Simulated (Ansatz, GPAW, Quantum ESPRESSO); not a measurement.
# SrLi2SnS4: valence-band photoemission, part 2 of 8

Wanted: projected DOS of SrLi2SnS4, weighted into photoemission and X-ray emission spectra, at several levels of theory.

Ansatz 0.2.0, Quantum ESPRESSO 7.5 and GPAW 26.7.0; DFT, PBE, plane-wave PAW, default files, scalar-relativistic (the session's first sound run).

So far. Step 2 (The base run): At this level the gap is 2.67 eV on the path.

**3. With spin–orbit coupling**

This step: DFT, PBE, plane-wave PAW, default files, with spin-orbit coupling (Ansatz 0.2.0).

Spin–orbit coupling splits and shifts levels of heavy atoms, so the bands are solved again with spinors.

Contents of input.yaml:

```yaml
crystal:
  lattice:
    - [-3.3295, 3.3295, 3.959]
    - [3.3295, -3.3295, 3.959]
    - [3.3295, 3.3295, -3.959]
  atoms:
    - { symbol: Sn, position: [0.0, 0.0, 0.0] }
    - { symbol: Sr, position: [0.5, 0.5, 0.0] }
    - { symbol: S, position: [0.37794, 0.96474, 0.0] }
    - { symbol: S, position: [0.62206, 0.62206, 0.5868] }
    - { symbol: S, position: [0.96474, 0.37794, 0.0] }
    - { symbol: S, position: [0.03526, 0.03526, 0.4132] }
    - { symbol: Li, position: [0.75, 0.25, 0.5] }
    - { symbol: Li, position: [0.25, 0.75, 0.5] }
kpoints:
  mp_grid: { grid: [6, 6, 6] }
  band_path:
    path:
      - [[0.0, 0.0, 0.0], [0.0, 0.0, 0.5], [0.25, 0.25, 0.25], [0.0, 0.5, 0.0], [0.0, 0.0, 0.0], [0.5, 0.5, -0.5], [0.426818, 0.573182, -0.426818]]
      - [[-0.426818, 0.426818, 0.426818], [0.0, 0.0, 0.0]]
      - [[0.0, 0.0, 0.5], [-0.353636, 0.353636, 0.5]]
      - [[0.5, 0.5, -0.353636], [0.5, 0.5, -0.5]]
    npoints: 10
scf:
  occupations: { method: fermi_dirac, width: 0.02 }
  n_extra_bands: 40
hamiltonian:
  xc: pbe
  pseudopotentials: { kind: paw_fr }
output:
  forces: true
  stress: true
  dos:
    projected: true
    de: 0.05
    e_range: [-30, 12]
    nscf_kmesh: { grid: [10, 10, 10] }
    method: { smearing: { sigma: 0.08, scheme: gaussian } }
  fatbands: true
magnetization:
  noncollinear: true
  spin_orbit: true
```

Command:

```sh
> ansatz run input.yaml --threads 4 --pin off --max-ram 12288MiB --backend cpu --events-out ev --progress --plain --runs-dir out
```

Numbers of over 12 decimals in the logs are rounded to 6 here.

The log of the run:

```text
[...]
non-collinear run that drives no moment, with spin-orbit: no starting moment large enough to seed its density (crystal.atoms[].spin), no starting occupations that ask for one, no magnetisation constraint and no magnetic field, so the semilocal B_xc is pinned to zero
Crystal: 8 atoms, lattice volume = 175.551 Å³
Basis set: ecut = 420 eV, 3445 PW (Γ), exchange–correlation on 90×90×90 points (8 copies of the dense FFT grid, shifted against one another)
Bands: 94, of which v1, the nominal top of the filled ones, is band 54 counted from 1 (53 counted from 0)
Symmetry: 8 space group operations + 8 with time reversal
[...]
k-points: 30 of 216 (time reversal used)
Projection manifold: j_resolved (fully-relativistic pseudo-atomic orbitals)
[...]
SCF iter   1: F=—  HF=-13600.106717 eV  |F-HF|=—  |Δ(HF+E_count)|=         —  Δρ=3.57e-2  dr2=4.09e0  dr2_m=0.00e0 (ungated)  ethr=3.10e-3  |M|=0.00e0 ∫|m|=0.00e0 μB  |m|>n=0.0e0 m-floor=0.0e0 τ_xc=0.0e0  β_m=0.30  ⟨swp⟩=8.2  Hψ=16632  notcnv=0  defer=408
[...]
spin=Noncollinear: Resta preconditioning applied to the charge; magnetization (m_x, m_y, m_z) channels mix plain (no charge-response kernel on spin).
SCF iter   2: F=—  HF=-13599.285365 eV  |F-HF|=—  |Δ(HF+E_count)|=   8.21e-1  Δρ=2.52e-2  dr2=1.91e0  dr2_m=0.00e0 (ungated)  ethr=3.10e-3  |M|=0.00e0 ∫|m|=0.00e0 μB  |m|>n=0.0e0 m-floor=0.0e0 τ_xc=0.0e0  β_m=0.61  ⟨swp⟩=2.1  Hψ=3444  notcnv=0  defer=1025
[...]
SCF iter   8: F=-13598.705941 eV  HF=-13598.705941 eV  |F-HF|=3.06e-8  |Δ(HF+E_count)|=   1.68e-6  Δρ=4.17e-6  dr2=4.33e-8  dr2_m=0.00e0 (ungated)  ethr=1.85e-10  |M|=0.00e0 ∫|m|=0.00e0 μB  |m|>n=0.0e0 m-floor=0.0e0 τ_xc=0.0e0  ⟨swp⟩=14.6  Hψ=21501  notcnv=0
SCF 1 converged in 8 iterations: F = -13598.705941 eV  dr2 = 4.33e-8
[...]
NSCF: frozen V_eff on 94 k-points
[...]
SCF converged after 8 iterations
Magnetization: |M| = 0.0000 μB,  M = (+0.0000, +0.0000, +0.0000) μB
Absolute magnetization: 0.0000 μB (∫|m|)
  site 0: m = (+0.0000, +0.0000, +0.0000) μB, |m| = 0.0000 μB  (R = 0.98 Å)
  site 1: m = (+0.0000, +0.0000, +0.0000) μB, |m| = 0.0000 μB  (R = 1.27 Å)
  site 2: m = (+0.0000, +0.0000, +0.0000) μB, |m| = 0.0000 μB  (R = 0.98 Å)
  site 3: m = (+0.0000, +0.0000, +0.0000) μB, |m| = 0.0000 μB  (R = 0.98 Å)
  site 4: m = (+0.0000, +0.0000, +0.0000) μB, |m| = 0.0000 μB  (R = 0.98 Å)
  site 5: m = (+0.0000, +0.0000, +0.0000) μB, |m| = 0.0000 μB  (R = 0.98 Å)
  site 6: m = (+0.0000, +0.0000, +0.0000) μB, |m| = 0.0000 μB  (R = 1.02 Å)
  site 7: m = (+0.0000, +0.0000, +0.0000) μB, |m| = 0.0000 μB  (R = 1.02 Å)
Free energy (F): -13598.705941 eV
[...]
Internal energy: -13598.705941 eV  (E = F + TS)
E sigma→0 (E₀):  -13598.705941 eV
Fermi energy:    6.385715 eV
[...]
--- Forces (eV/Å), atoms counted from 1 ---
  atom   1  Sn     0.00000000    -0.00000000     0.00000000
  atom   2  Sr    -0.00000000     0.00000000     0.00000000
  atom   3  S     -0.27684588     0.27684588     0.28625876
  atom   4  S     -0.27684588    -0.27684588    -0.28625876
  atom   5  S      0.27684588    -0.27684588     0.28625876
  atom   6  S      0.27684588     0.27684588    -0.28625876
  atom   7  Li     0.00000000     0.00000000     0.00000000
  atom   8  Li     0.00000000     0.00000000     0.00000000
  max |Σ_I F_I| component: 1.65e-16 eV/Å
--- Stress (GPa, compression-positive) ---
        2.239585      -0.000000       0.000000
       -0.000000       2.239585      -0.000000
        0.000000      -0.000000       2.502783
  P = ⅓ Tr σ = 2.3273 GPa (23.273 kbar)
--- Band table (eV; the first three rows and the last of 30) ---
  k-point 0: bands = [... 50 lower, 4.6706, 4.6706, 4.7072, 4.7072, 7.7490, 7.7490, 8.9834, 8.9834, ... 36 higher]
  k-point 1: bands = [... 50 lower, 4.5024, 4.5061, 4.5682, 4.5700, 7.9933, 7.9973, 8.9390, 8.9413, ... 36 higher]
  k-point 2: bands = [... 50 lower, 4.3076, 4.3154, 4.5384, 4.5551, 8.0961, 8.0963, 9.0906, 9.0923, ... 36 higher]
  k-point 29: bands = [... 50 lower, 4.5847, 4.5847, 5.0504, 5.0504, 7.7266, 7.7266, 9.1366, 9.1366, ... 36 higher]
```

Elapsed: 6.1 min, on 4 threads of Arm Neoverse V2, shared host; peak memory 2.2 GiB.

This step gave:

| Item | Value |
| --- | --- |
| free energy | -13598.7059 eV |
| Fermi energy | 6.386 eV |
| pressure | 2.327 GPa |
| gap on the k-mesh | 2.676 eV |
| share of occupied states in no projected shell | 0.0101 of the occupied states in the window |
| gap on the path | 2.676 eV |
| least direct gap on the path | 2.676 eV |

Electronic bands along the path, in eV, zero at the valence-band maximum; v1 is the highest filled band, c1 the lowest empty one:

```
     point     v4     v3     v2     v1    c1    c2    c3    c4
         Γ  -0.38  -0.38  -0.34  -0.34  2.70  2.70  3.93  3.93
         X  -1.04  -1.04  -0.51  -0.51  3.17  3.17  4.31  4.31
         P  -0.85  -0.85  -0.85  -0.85  3.05  3.05  4.01  4.01
         N  -0.66  -0.66  -0.48  -0.48  3.05  3.05  3.81  3.81
         Γ  -0.38  -0.38  -0.34  -0.34  2.70  2.70  3.93  3.93
         M  -0.47  -0.47   0.00   0.00  2.68  2.68  4.09  4.09
         S  -0.49  -0.48  -0.10  -0.10  2.78  2.78  4.10  4.16
jump to S0  -0.49  -0.48  -0.10  -0.10  2.78  2.78  4.10  4.16
         Γ  -0.38  -0.38  -0.34  -0.34  2.70  2.70  3.93  3.93
 jump to X  -1.04  -1.04  -0.51  -0.51  3.17  3.17  4.31  4.31
         R  -0.53  -0.53  -0.21  -0.19  2.86  2.87  4.17  4.23
 jump to G  -0.53  -0.53  -0.21  -0.19  2.86  2.87  4.17  4.23
         M  -0.47  -0.47   0.00   0.00  2.68  2.68  4.09  4.09
```

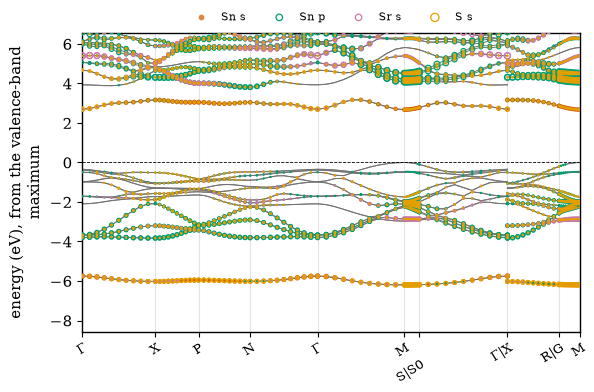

Electronic bands along the path; dots are coloured as in the legend, and their area grows with the weight.

Maxima picked by a test of local sharpness, so broad peaks and shoulders can be missing; peaks within 0.45 eV of a curve's cut are left out. Valence peaks, by row:

```
photon energy (eV)  binding energy (eV)  height (% of the maximum within 13 eV)  main shell  its share (%)
              21.2                6.013                                   9.695        S 3p          96.24
              21.2               0.7125                                     100        S 3p          97.65
              40.8                20.66                                   186.2       Sn 4d          96.07
              40.8                15.81                                   183.7       Sr 4p          94.19
              40.8                11.21                                     100        S 3s          85.09
              40.8                6.013                                   22.24        S 3s          47.25
              40.8                1.613                                    57.9        S 3p          80.95
              40.8               0.7625                                   62.46        S 3p          87.23
              1487                20.66                                   251.7       Sn 4d          98.24
              1487                15.86                                   108.8       Sr 4p          87.42
              1487                11.21                                     100        S 3s          86.87
              1487                6.013                                   27.58        S 3s          38.89
              1487                1.613                                    45.1        S 3p          82.03
              1487               0.7625                                   49.16        S 3p          87.49
              5415                20.66                                   94.24       Sn 4d          95.94
              5415                15.81                                   86.24       Sr 4p          92.06
              5415                11.21                                     100        S 3s          88.05
              5415                6.013                                   34.27       Sn 5s           61.1
              5415                3.263                                   18.31       Sn 5p           44.8
              5415               0.8125                                   15.38        S 3p          64.16
              9252                20.66                                   53.29       Sn 4d          93.83
              9252                15.81                                   69.73       Sr 4p          92.51
              9252                11.21                                     100        S 3s           88.2
              9252                6.013                                   41.99       Sn 5s          69.98
              9252                3.263                                   16.79       Sn 5p           47.7
```

Spectra as before, but with a recipe of its own (widths, and in some runs the light), which changes peak heights and what is resolved: Gaussian 0.45 eV, Lorentzian 0.2 eV plus 0.08 times the binding energy, linear light, analyser at 0°, Fermi edge at 300 K; some photon energies differ too.

Side by side:

```csv
quantity,this run,base run,difference
gap on the path (eV),2.6763,2.6725,0.00380
least direct gap on the path (eV),2.6763,2.6725,0.00380
gap on the k-mesh (eV),2.6763,2.6725,0.00374
```

**4. With LDA**

This step: DFT, LDA, plane-wave PAW, default files, scalar-relativistic (Ansatz 0.2.0).

The run is repeated with LDA on the same cell, to see how much the levels hang on the functional.

Changes to input.yaml since step 3:

```diff
@@ -25,6 +25,6 @@
   occupations: { method: fermi_dirac, width: 0.02 }
-  n_extra_bands: 40
+  n_extra_bands: 20
 hamiltonian:
-  xc: pbe
-  pseudopotentials: { kind: paw_fr }
+  xc: lda
+  pseudopotentials: { kind: paw }
 output:
@@ -37,6 +37,2 @@
     nscf_kmesh: { grid: [10, 10, 10] }
-    method: { smearing: { sigma: 0.08, scheme: gaussian } }
   fatbands: true
-magnetization:
-  noncollinear: true
-  spin_orbit: true
```

The log of the run:

```text
[...]
Crystal: 8 atoms, lattice volume = 175.551 Å³
Basis set: ecut = 420 eV, 3445 PW (Γ)
Bands: 47, of which v1, the nominal top of the filled ones, is band 27 counted from 1 (26 counted from 0)
Symmetry: 8 space group operations
[...]
k-points: 30 of 216 (time reversal used)
[...]
SCF iter   1: F=—  HF=-13215.456771 eV  |F-HF|=—  |Δ(HF+E_count)|=         —  Δρ=6.28e-3  dr2=6.71e-2  ethr=1.77e-3  ⟨swp⟩=7.8  Hψ=7921  notcnv=0  defer=105
[...]
SCF iter   7: F=-13215.430605 eV  HF=-13215.430605 eV  |F-HF|=1.60e-9  |Δ(HF+E_count)|=   7.96e-8  Δρ=1.94e-6  dr2=1.03e-8  ethr=1.85e-10  ⟨swp⟩=12.4  Hψ=8286  notcnv=0
SCF 1 converged in 7 iterations: F = -13215.430605 eV  dr2 = 1.03e-8
[...]
SCF converged after 7 iterations
Free energy (F): -13215.430605 eV
[...]
Internal energy: -13215.430605 eV  (E = F + TS)
E sigma→0 (E₀):  -13215.430605 eV
Fermi energy:    6.052449 eV
[...]
--- Forces (eV/Å), atoms counted from 1 ---
  atom   1  Sn     0.00000000     0.00000000    -0.00000000
  atom   2  Sr    -0.00000000    -0.00000000     0.00000000
  atom   3  S     -0.16431921     0.16431921     0.21146325
  atom   4  S     -0.16431921    -0.16431921    -0.21146325
  atom   5  S      0.16431921    -0.16431921     0.21146325
  atom   6  S      0.16431921     0.16431921    -0.21146325
  atom   7  Li     0.00000000     0.00000000     0.00000000
  atom   8  Li     0.00000000    -0.00000000     0.00000000
  max |Σ_I F_I| component: 8.33e-17 eV/Å
--- Stress (GPa, compression-positive) ---
       -1.670105      -0.000000      -0.000000
       -0.000000      -1.670105      -0.000000
        0.000000      -0.000000      -1.232063
  P = ⅓ Tr σ = -1.5241 GPa (-15.241 kbar)
--- Band table (eV; the first three rows and the last of 30) ---
  k-point 0: bands = [... 23 lower, 3.8117, 4.3576, 4.4389, 4.4389, 7.2972, 8.5510, 9.3039, 9.7032, ... 16 higher]
  k-point 1: bands = [... 23 lower, 4.0028, 4.0947, 4.2747, 4.3111, 7.5837, 8.5010, 8.9033, 9.6217, ... 16 higher]
  k-point 2: bands = [... 23 lower, 3.7955, 3.9114, 4.0679, 4.3086, 7.7029, 8.6368, 8.9769, 9.2954, ... 16 higher]
  k-point 29: bands = [... 23 lower, 3.0384, 4.3384, 4.3384, 4.8291, 7.2841, 8.7866, 8.7866, 9.1530, ... 16 higher]
```

Wall time 45 s (4 threads); peak memory 0.78 GiB.

Numbers from this step:

- free energy: -13215.4306 eV
- Fermi energy: 6.052 eV
- pressure: -1.524 GPa
- gap on the k-mesh: 2.455 eV
- share of occupied states in no projected shell: 0.0107 of the occupied states in the window
- gap on the path: 2.455 eV
- least direct gap on the path: 2.455 eV

The electronic bands at the labelled points (eV, zero at the valence-band maximum; v1 is the highest filled band, c1 the lowest empty one):

```csv
point,v4,v3,v2,v1,c1,c2,c3,c4
Γ,-1.02,-0.47,-0.39,-0.39,2.47,3.72,4.47,4.87
X,-1.32,-1.11,-1.07,-0.52,3.00,4.15,4.40,4.59
P,-1.37,-0.98,-0.87,-0.87,2.86,3.79,4.46,4.46
N,-1.25,-0.93,-0.69,-0.50,2.87,3.61,4.61,4.76
Γ,-1.02,-0.47,-0.39,-0.39,2.47,3.72,4.47,4.87
M,-1.79,-0.49,-0.49,0.00,2.46,3.96,3.96,4.32
S,-1.53,-0.56,-0.50,-0.10,2.57,3.99,4.01,4.38
jump to S0,-1.53,-0.56,-0.50,-0.10,2.57,3.99,4.01,4.38
Γ,-1.02,-0.47,-0.39,-0.39,2.47,3.72,4.47,4.87
jump to X,-1.32,-1.11,-1.07,-0.52,3.00,4.15,4.40,4.59
R,-1.46,-0.59,-0.55,-0.21,2.66,4.08,4.08,4.34
jump to G,-1.46,-0.59,-0.55,-0.21,2.66,4.08,4.08,4.34
M,-1.79,-0.49,-0.49,0.00,2.46,3.96,3.96,4.32
```

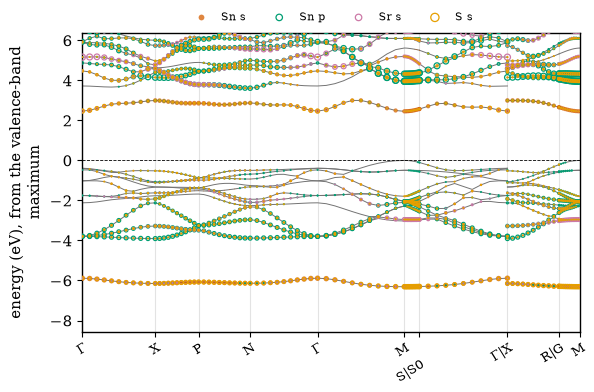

Electronic bands along the path; dots are coloured as in the legend, and their area grows with the weight.

Simulated valence spectra by photon energy, shown to 13 eV, since a deeper line would dwarf them at some energies; the 100 % can be that line's tail at the edge; this run's widths, added to any smearing of the DOS itself: Gaussian 0.35 eV, Lorentzian 0.2 eV plus 0.05 an eV of depth. The intensity by binding energy, zero at the valence-band maximum; values in % of the maximum within 13 eV:

```
binding energy (eV)  21.2 eV  150 eV  400 eV  1486.7 eV  9251.7 eV
                  0     14.0    14.1    14.4       8.07       2.34
                  2     73.9    73.0    74.2       42.0       14.7
                  4     17.4    16.3    18.0       13.2       8.47
                  6     10.3    17.2    22.4       25.2       37.4
                  8    0.619    1.89    3.53       4.46       3.89
                 10    0.254    6.80    11.7       15.9       15.0
                 12        -    19.8    32.3       44.8       48.9
```

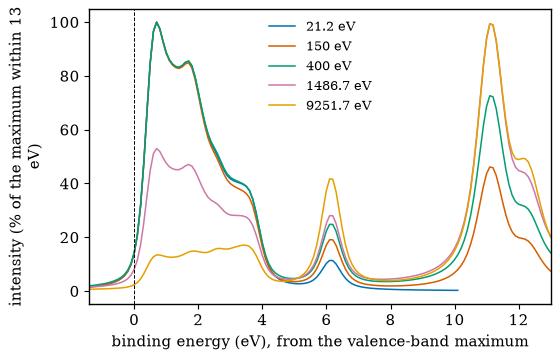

Intensity against binding energy.

Spectra as before, but with a recipe of its own (widths, and in some runs the light), which changes peak heights and what is resolved: Gaussian 0.35 eV, Lorentzian 0.2 eV plus 0.05 times the binding energy, unpolarised light, analyser at 54.7°, Fermi edge at 300 K; some photon energies differ too.

Side by side:

```csv
quantity,this run,base run,difference
gap on the path (eV),2.455,2.6725,-0.217
least direct gap on the path (eV),2.455,2.6725,-0.217
gap on the k-mesh (eV),2.4550,2.6725,-0.218
```

One result that differs is the gap on the k-mesh, 2.45 eV against 2.67 eV.

At this level the gap is 2.46 eV on the path.

[end of part 2 of 8]

[Logs are printed without paths, hosts, clocks, repeated set-up lines and the standing remarks that a program may print on its own settings, such as how far it seeks lower states.]

[Hosts, paths, dates, database ids (printed as entryN), source tags and the programs' standing remarks are cut or masked in the printed files.]

[Maps of the electrostatic potential energy from Ansatz leave out the sawtooth potential of an applied field or a dipole correction, so their vacuum need not be flat; work functions include it.]

[Peak lists hold at most the 14 tallest peaks of each spectrum; further lines can be left out.]
